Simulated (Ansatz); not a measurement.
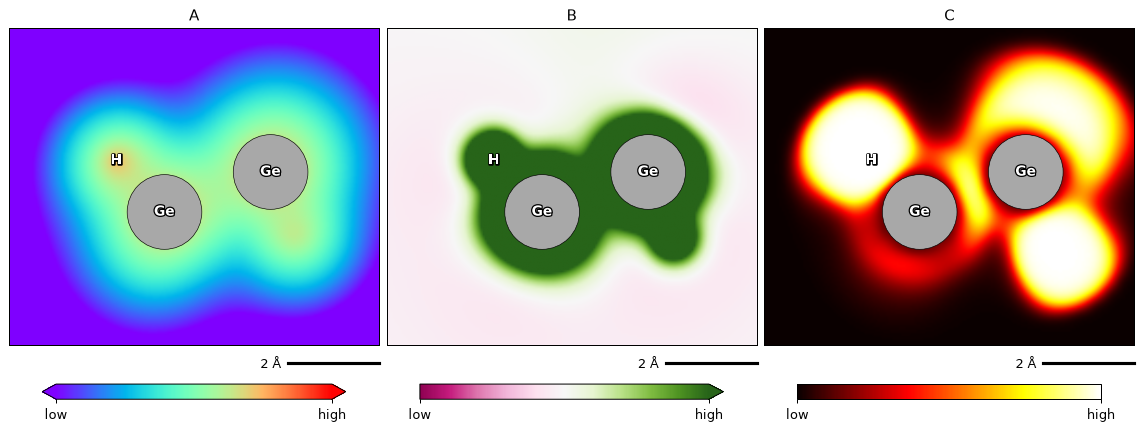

Ge₂H₄···HF: 3 fields on the plane of atoms Ge1, Ge4 and H7, with unlabelled colour scales. Grey discs cover the atomic cores.

Computed with Ansatz 0.2.0, RKS PBE0/def2-SVP.

```xyz
8

Ge   -0.1164   -0.4780   -0.7602
F     1.2591    0.2956    0.9972
H     2.1251    0.2012    0.6758
Ge   -1.1380    1.7956   -0.8447
H    -2.4650    1.7397   -1.6449
H    -1.4692    2.3979    0.5412
H    -0.2345    2.8212   -1.5731
H    -1.1682   -0.9368    0.3418
```

**Which field does each panel show? The fields are: electron density, electron localisation function and electrostatic potential.**

Panel A: electron density. Panel B: electrostatic potential (strongly positive close to the atoms and fading to about zero outside). Panel C: electron localisation function. From the grid: Ge–Ge (2.49 Å): ρ is about 0.52 e/Å³ halfway; the ELF peaks at about 0.85 between the atoms, as expected for a covalent bond. Ge–H (1.55 Å): ρ is about 1 e/Å³ halfway; the ELF climbs to about 1 towards the hydrogen.
